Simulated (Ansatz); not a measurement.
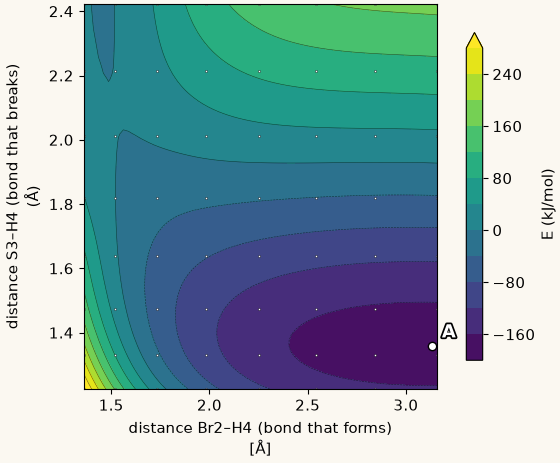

The reacting system BrGeH₃S (fragments BrGeH₃S where the first distance is long, GeH₂S + BrH where the second is long). The first coordinate is: distance Br2–H4 (bond that forms); the second: distance S3–H4 (bond that breaks). Relaxed at each point: all other coordinates. The scan uses an 8 × 8 grid. Points are written as (first, second). All energies are given in kJ/mol relative to a guessed transition structure relaxed with its forming and breaking bonds held. The reference is spin-restricted, so regions where a bond is pulled apart into radicals lie too high. These are results of RKS PBE0-D4/def2-SVP in Ansatz 0.2.0, not measurements.

The picture shows filled contours, dots at the grid points, one colour for all values above the top of the scale, the point A. Between grid points the surface is interpolated.

Find the lowest path from A to the other arm of the map, and its barrier.

The easiest path runs from the side where the first distance is long, about (3.13 Å, 1.36 Å), to the side where the second distance is long, about (1.46 Å, 2.42 Å). Its highest point, at about (1.52 Å, 2.11 Å), lies about 182 kJ/mol above the start and 4.1 kJ/mol above the end on the interpolated surface. An end on the edge of the scan is no minimum, so the barrier from there is a lower bound.

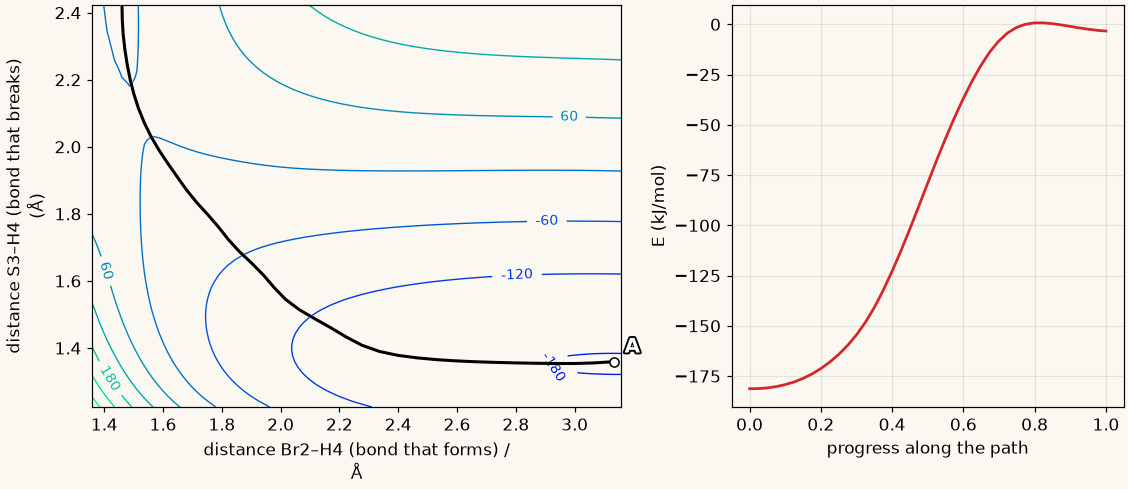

Drawn: contour lines labelled in kJ/mol (none above 300), a line along the lowest path, the energy along the path at the right. Between grid points the surface is interpolated.
